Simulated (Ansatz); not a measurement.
# Single-point calculation of Hf$_{3}$H$_{12}$O$_{12}$

The run: single-point calculation of Hf$_{3}$H$_{12}$O$_{12}$. Method and program: UKS wB97X-D/def2-SVPD (Ansatz 0.2.0).

The geometry comes from this level: PBE-D4/def2-SVP.

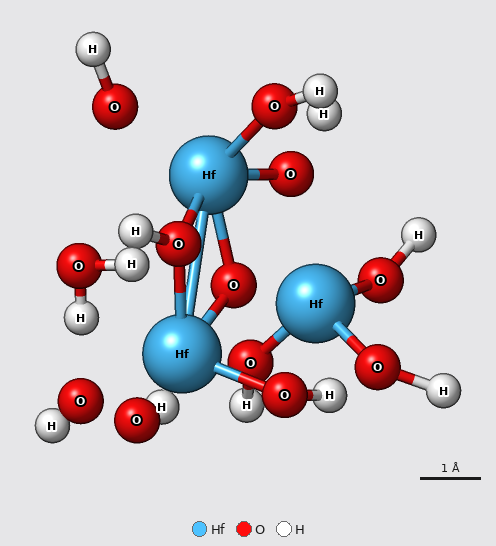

The structure as given in the input (ball-and-stick view, seen at a tilt). Sticks mark near contacts.

## Input file
```yaml
crystal:
  periodic: [false, false, false]
  atoms:
    - {symbol: Hf, position_ang: [-0.498351, 0.594251, -1.489176]}
    - {symbol: Hf, position_ang: [2.398775, 0.113009, 0.975949]}
    - {symbol: Hf, position_ang: [-1.044970, -0.482859, 1.448221]}
    - {symbol: O, position_ang: [-3.998641, -0.143089, -1.977772]}
    - {symbol: O, position_ang: [-1.634153, -2.470937, 1.590012]}
    - {symbol: O, position_ang: [0.540918, -0.802583, -2.464425]}
    - {symbol: O, position_ang: [0.321860, 0.144893, 0.202063]}
    - {symbol: O, position_ang: [-1.950493, 0.823000, 3.029673]}
    - {symbol: O, position_ang: [-2.048398, 1.522215, -2.912394]}
    - {symbol: O, position_ang: [-1.805361, -0.463280, -0.428020]}
    - {symbol: O, position_ang: [2.881706, -0.856482, -0.576524]}
    - {symbol: O, position_ang: [0.652832, -0.855856, 2.248885]}
    - {symbol: O, position_ang: [0.623702, 2.573793, -1.286916]}
    - {symbol: O, position_ang: [2.662371, 1.799584, 0.709458]}
    - {symbol: O, position_ang: [3.843414, -0.097072, 2.182064]}
    - {symbol: H, position_ang: [-3.780767, -1.130327, -2.311338]}
    - {symbol: H, position_ang: [-3.347094, 0.376737, -2.446984]}
    - {symbol: H, position_ang: [-1.700292, -3.553043, 1.338196]}
    - {symbol: H, position_ang: [1.521064, -0.955527, -1.993850]}
    - {symbol: H, position_ang: [-2.952905, 0.443259, 3.486274]}
    - {symbol: H, position_ang: [-2.105828, 2.106118, -3.174127]}
    - {symbol: H, position_ang: [-2.940427, -0.490608, -0.816297]}
    - {symbol: H, position_ang: [3.865117, -1.476722, -0.823725]}
    - {symbol: H, position_ang: [0.995625, -1.308020, 3.498862]}
    - {symbol: H, position_ang: [1.252126, 2.565958, -0.652012]}
    - {symbol: H, position_ang: [3.516929, 2.627388, 0.701786]}
    - {symbol: H, position_ang: [4.365746, -0.495756, 3.242705]}
basis:
  gaussian: {orbitals: def2-SVPD, fitting: {mean_field: def2-universal-jkfit}}
magnetization: {spin_polarized: true, initial_magnetization: 0}
hamiltonian: {xc: {name: wB97X-D}, pseudopotentials: {relativity: scalar}}
```

Launched with:
```bash
ansatz run in.yaml --threads 2 --pin off --events-out ev --progress --plain --max-ram 22528MiB --backend cuda --devices 0, --max-vram 18GiB
```

## Output
```
Error: YAML parse error: error: line 34 column 19: hamiltonian.xc: no functional is named "wB97X-D"; the names, which are not case-sensitive, are SVWN5, SPW92, PBE, PBE0, PBEsol, revPBE, revPBE0, RPBE, rPW86-PBE, HSE06, wPBEh, LC-wPBE, HISS, HF, BLYP, B3LYP, B3LYP5, BHLYP, CAM-B3LYP, r2SCAN, r2SCANh, r2SCAN0, r2SCAN50, m-r2SCAN, B97, wB97, wB97X, wB97X-V, B97M-V, wB97M-V, B2PLYP, B2GP-PLYP, PBE0-DH, PBE-QIDH
  --> <input>:34:19
   |
32 |   gaussian: {orbitals: def2-SVPD, fitting: {mean_field: def2-universal-jkfit}}
33 | magnetization: {spin_polarized: true, initial_magnetization: 0}
34 | hamiltonian: {xc: {name: wB97X-D}, pseudopotentials: {relativity: scalar}}
   |                   ^ hamiltonian.xc: no functional is named "wB97X-D"; the names, which are not case-sensitive, are SVWN5, SPW92, PBE, PBE0, PBEsol, revPBE, revPBE0, RPBE, rPW86-PBE, HSE06, wPBEh, LC-wPBE, HISS, HF, BLYP, B3LYP, B3LYP5, BHLYP, CAM-B3LYP, r2SCAN, r2SCANh, r2SCAN0, r2SCAN50, m-r2SCAN, B97, wB97, wB97X, wB97X-V, B97M-V, wB97M-V, B2PLYP, B2GP-PLYP, PBE0-DH, PBE-QIDH
```

## Outcome

| quantity | value |
| --- | --- |
| outcome | refused by the program |
| hardware | 2 CPU threads, shared host |

## Diagnosis

A setting was made wrong on purpose: method. The program refused the input: “YAML parse error: error: line 34 column 19: hamiltonian.xc: no functional is named "wB97X-D" …”
